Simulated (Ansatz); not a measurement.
**H3O2Si2 (SMILES O=[Si]O[SiH3]) (doublet): density, localisation and related maps**

The calculation's input:

```
crystal:
  periodic: [false, false, false]
  atoms:
    - symbol: O
      position_ang: [1.137841, -1.976826, 1.022701]
    - symbol: O
      position_ang: [0.193064, -0.474783, -1.202215]
    - symbol: Si
      position_ang: [0.045713, -1.586659, -0.005679]
    - symbol: Si
      position_ang: [1.174622, 0.656786, -1.976796]
    - symbol: H
      position_ang: [0.352812, 1.310043, -3.027132]
    - symbol: H
      position_ang: [2.335577, -0.041486, -2.590642]
    - symbol: H
      position_ang: [1.642836, 1.663461, -0.987033]
basis:
  gaussian:
    orbitals: def2-TZVPD
magnetization:
  spin_polarized: true
  initial_magnetization: 1
output: {forces: true, orbitals: {seedname: orbitals}}
hamiltonian:
  xc: {name: PBE0}
```

Command:

```sh
ansatz run input.yaml --threads 1 --pin off --max-ram 2610MiB --events-out events.jsonl --progress --plain --runs-dir runs
```

Geometry: B3LYP-D3(BJ)/def2-SVP.

All numbers below come from isolated molecule in a Gaussian basis; Kohn-Sham density functional theory, functional PBE0 (Ansatz 0.2.0).

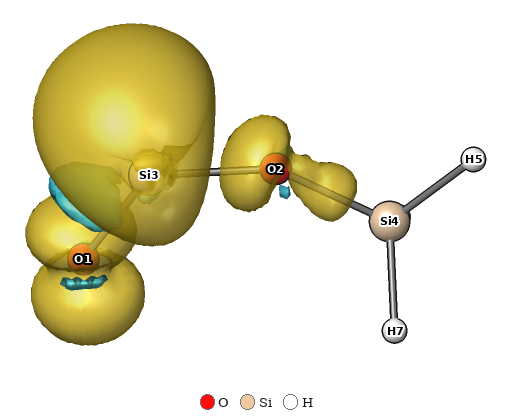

Figure 1. Isosurfaces of the spin density (α minus β) at +0.015 (yellow) and −0.015 e/Å³ (cyan), seen at a tilt.

### Describe the spin distribution.

The unpaired spin (1 electron) lies mostly on Si3 (about 0.7) and O1 (about 0.2), in electrons by Hirshfeld's partition.

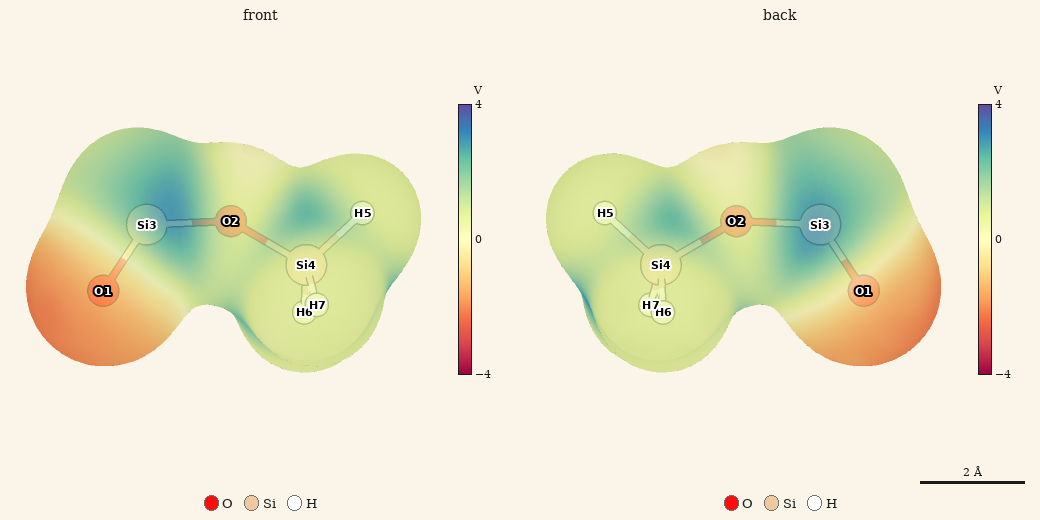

Figure 2. The molecular electrostatic potential painted on the density surface at 0.004 e/bohr³, seen from the front and from behind; the colour scale runs from red (negative) to blue (positive).

### Which sites attract a positive test charge, and which a negative one?

A positive charge is drawn to the negative regions and a negative charge to the positive ones. The most negative region (about −2.2 V, or −51 kcal/mol for a unit charge) lies over O1, the most positive (about +3.0 V, or +69 kcal/mol for a unit charge) over Si3 and Si4. O1 is the likeliest acceptor of a hydrogen bond.

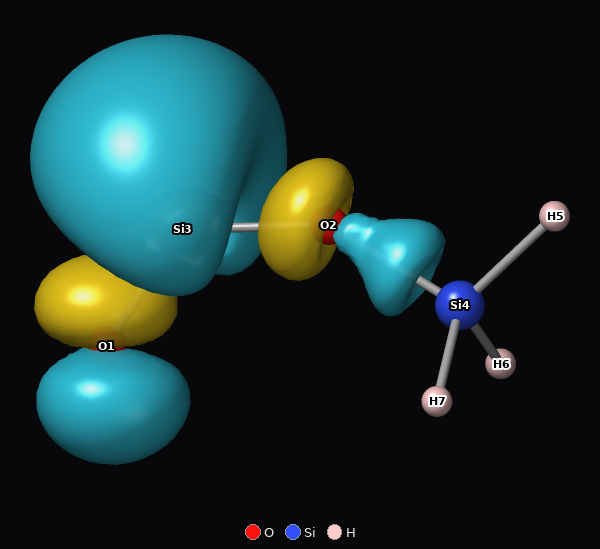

Figure 3. One frontier orbital at ±0.1 Å⁻³ᐟ² (yellow and cyan are the two phases), seen at a tilt.

### Which orbital is it: HOMO (β) or LUMO (β)?

The LUMO (β), at −4.02 eV. Its weight (Hirshfeld) is mainly on Si3 (about 65 %), O1 (about 25 %) and O2 (about 5 %).
